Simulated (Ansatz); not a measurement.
# SOF2 (thionyl fluoride) at wB97X/aug-cc-pVDZ

Aim: the electronic atomisation energy of SOF2 (thionyl fluoride) at wB97X/aug-cc-pVDZ, from 4 runs. 

The results are computed with Ansatz 0.2.0.

52 further runs of the same task are left out: 52 set aside as unsound or not needed.

### Step 1. Starting point

The species is SOF2 (4 atoms), meant as a singlet with charge 0. SMILES: `O=S(F)F`. The coordinates come from a PBE0-D4/def2-TZVP relaxation.

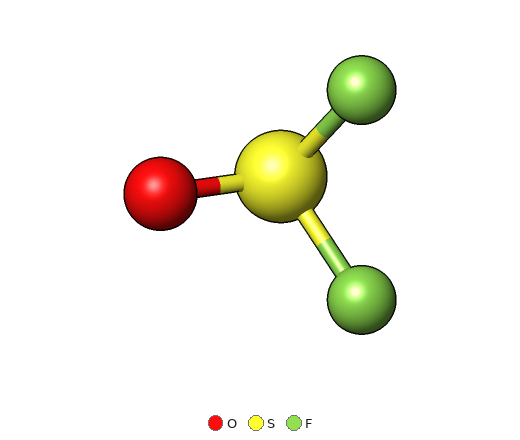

The structure, seen from a chosen angle (oxygen red, sulfur yellow, fluorine green).

### Step 2. The energy at wB97X/aug-cc-pVDZ

input.yaml

```yaml
crystal:
  periodic: [false, false, false]
  atoms:
    - {symbol: O, position_ang: [0.932400, 0.066600, -1.017800]}
    - {symbol: S, position_ang: [-0.151300, -0.426200, -0.245700]}
    - {symbol: F, position_ang: [-1.124400, 0.804200, 0.000400]}
    - {symbol: F, position_ang: [0.343300, -0.444600, 1.263100]}
basis:
  gaussian: {orbitals: aug-cc-pVDZ}
hamiltonian: {xc: {name: wB97X}}
accuracy: high
output: {orbitals: {seedname: orbitals}}
```

Command:

```sh
ansatz run input.yaml --threads 1 --pin off --max-ram 3480MiB --events-out events.jsonl --progress --plain --runs-dir runs
```

Standard output:

```text
Warning: RAYON_NUM_THREADS=1 ignored (pool sized by the plan → 1); use --threads N
Functional definition: wB97X
  name "wB97X"
  parameter omega = 0.3/bohr
  parameter cx = 0.157706
  parameter cx1 = 0.726479
  parameter cx2 = 1.04760
  parameter cx3 = -5.70635
  parameter cx4 = 13.2794
  parameter css1 = -4.33879
  parameter css2 = 18.2308
  parameter css3 = -31.7430
  parameter css4 = 17.2901
  parameter cos1 = 2.37031
  parameter cos2 = -11.3995
  parameter cos3 = 6.58405
  parameter cos4 = -3.78132
  exchange = spin_sum(e_x_unif_sr(omega)*poly(b97_u_x, 1 - cx, cx1, cx2, cx3, cx4)) + cx*exact_x_sr(omega)
      + exact_x_lr(omega)
  correlation = spin_sum(e_c_pw_same_spin*poly(b97_u_same, 1, css1, css2, css3, css4))
      + integral(e_c_pw_opposite_spin*poly(b97_u_opposite, 1, cos1, cos2, cos3, cos4))
1941 factors; integrals over basis functions are off by at most 3.2e-9 eV
368 factors; integrals over basis functions are off by at most 2.0e-9 eV
mean field evaluation 1: about -18307.6272 eV, gradient 6.0e1 eV
mean field evaluation 2: about -18303.0331 eV, gradient 8.1e1 eV
mean field evaluation 4: about -18313.8586 eV, gradient 3.0e0 eV
mean field evaluation 8: about -18314.0141 eV, gradient 1.4e-1 eV
mean field evaluation 16: about -18314.0142 eV, gradient 1.4e-4 eV
mean field -18314.01419008 eV, -673.0276078008 hartree, gradient 4.3e-8 eV, S^2 0.000000; 0 other end points of the search recorded, 0 dependent functions left out
reference -18314.01418682 eV, -673.0276076810 hartree; 21, 21 occupied and 75, 75 virtual orbitals, 1941 factors
Total energy: -18314.01418682 eV, -673.0276076810 hartree
```

Wall time 19 s (1 thread of Intel Xeon Platinum 8488C (Sapphire Rapids), shared host); peak memory 0.49 GiB.

### Step 3. The F atom at the same level

input.yaml

```yaml
crystal:
  periodic: [false, false, false]
  atoms:
    - {symbol: F, position_ang: [0.000000, 0.000000, 0.000000]}
basis:
  gaussian:
    orbitals: aug-cc-pVDZ
magnetization:
  spin_polarized: true
  initial_magnetization: 1
hamiltonian:
  xc: {name: wB97X}
accuracy: high
```

Run the same way, it converges to -99.71648 Eh (log not shown).

### Step 4. The O atom

in.yaml

```yaml
crystal:
  periodic: [false, false, false]
  atoms:
    - {symbol: O, position_ang: [0.000000, 0.000000, 0.000000]}
basis:
  gaussian: {orbitals: aug-cc-pVDZ}
accuracy: high
hamiltonian: {xc: {name: wB97X}}
magnetization: {spin_polarized: true, initial_magnetization: 2}
```

Command:

```sh
ansatz run in.yaml --threads 1 --pin off --max-ram 3480MiB --events-out events.jsonl --progress --plain --runs-dir runs
```

Standard output:

```text
Warning: RAYON_NUM_THREADS=1 ignored (pool sized by the plan → 1); use --threads N
Functional definition: wB97X
  name "wB97X"
  parameter omega = 0.3/bohr
  parameter cx = 0.157706
  parameter cx1 = 0.726479
  parameter cx2 = 1.04760
  parameter cx3 = -5.70635
  parameter cx4 = 13.2794
  parameter css1 = -4.33879
  parameter css2 = 18.2308
  parameter css3 = -31.7430
  parameter css4 = 17.2901
  parameter cos1 = 2.37031
  parameter cos2 = -11.3995
  parameter cos3 = 6.58405
  parameter cos4 = -3.78132
  exchange = spin_sum(e_x_unif_sr(omega)*poly(b97_u_x, 1 - cx, cx1, cx2, cx3, cx4)) + cx*exact_x_sr(omega)
      + exact_x_lr(omega)
  correlation = spin_sum(e_c_pw_same_spin*poly(b97_u_same, 1, css1, css2, css3, css4))
      + integral(e_c_pw_opposite_spin*poly(b97_u_opposite, 1, cos1, cos2, cos3, cos4))
200 factors; integrals over basis functions are off by at most 2.1e-9 eV
80 factors; integrals over basis functions are off by at most 8.3e-10 eV
mean field evaluation 1: about -2042.3394 eV, gradient 4.7e0 eV
mean field evaluation 2: about -2042.4139 eV, gradient 1.2e0 eV
mean field evaluation 4: about -2042.4220 eV, gradient 4.7e-2 eV
mean field evaluation 8: about -2042.4214 eV, gradient 1.2e-3 eV
mean field evaluation 16: about -2042.4214 eV, gradient 1.3e-8 eV
mean field -2042.42144185 eV, -75.0576035850 hartree, gradient 1.3e-8 eV, S^2 2.004884; 0 other end points of the search recorded, 0 dependent functions left out
reference -2042.42144013 eV, -75.0576035219 hartree; 5, 3 occupied and 18, 20 virtual orbitals, 200 factors
Total energy: -2042.42144013 eV, -75.0576035219 hartree
```

Wall time 1.8 s (1 thread of Intel Xeon Platinum 8488C (Sapphire Rapids), shared host); peak memory 0.16 GiB.

### Step 5. The S atom, same level

in.yaml

```yaml
crystal:
  periodic: [false, false, false]
  atoms:
    - symbol: S
      position_ang: [0.000000, 0.000000, 0.000000]
basis:
  gaussian:
    orbitals: aug-cc-pVDZ
magnetization:
  spin_polarized: true
  initial_magnetization: 2
hamiltonian:
  xc: {name: wB97X}
accuracy: high
```

Run the same way, it converges to -398.10402 Eh (log not shown).

### Step 6. Results

Level: wB97X/aug-cc-pVDZ.

| quantity | value |
| --- | --- |
| molecule: total energy | -673.02761 Eh |
| molecule: HOMO energy | -12.17 eV |
| molecule: LUMO energy | 0.91 eV |
| molecule: HOMO–LUMO gap | 13.08 eV |
| F atom: total energy | -99.71648 Eh |
| F atom: ⟨S²⟩ | 0.752 |
| O atom: total energy | -75.05760 Eh |
| O atom: ⟨S²⟩ | 2.005 |
| S atom: total energy | -398.10402 Eh |
| S atom: ⟨S²⟩ | 2.004 |
| electronic atomisation energy | 11.783 eV |

In words: Taking the molecule apart into free atoms costs 11.78 eV (1137 kJ/mol), before zero-point energy and without spin-orbit coupling.
